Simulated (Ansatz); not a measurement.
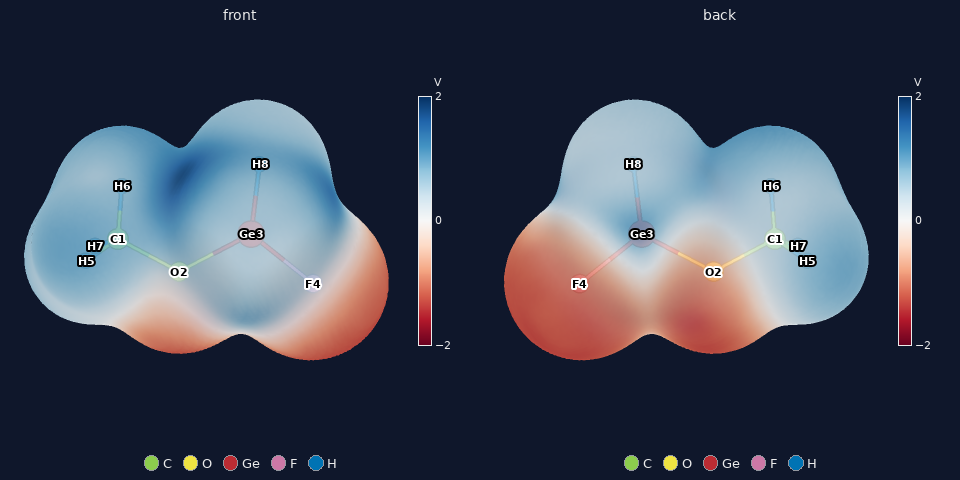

*CH₄FGeO (SMILES C[O][GeH][F]) (doublet). The molecular electrostatic potential painted on the density surface at 0.002 e/bohr³, seen from the front and from behind; the colour scale runs from red (negative) to blue (positive).*

Geometry: PBE0-D4/def2-TZVP.

Theory: UKS PBE0-D4/def2-TZVPP in Ansatz 0.2.0.

| atom | x (Å) | y (Å) | z (Å) |
| --- | --- | --- | --- |
| C | -0.6467 | 0.9884 | 0.2468 |
| O | -0.4632 | -0.1583 | -0.5536 |
| Ge | 0.5724 | -1.4822 | 0.0038 |
| F | 0.7506 | -2.4335 | -1.4382 |
| H | -0.9894 | 1.7950 | -0.4047 |
| H | 0.2808 | 1.3160 | 0.7339 |
| H | -1.4070 | 0.8227 | 1.0173 |
| H | 1.9947 | -0.9052 | 0.3389 |

### Which sites attract a positive test charge, and which a negative one?

A positive charge is drawn to the negative regions and a negative charge to the positive ones. The most negative region (about −1.3 V) lies over O2 and F4, the most positive (about +1.7 V) over Ge3.
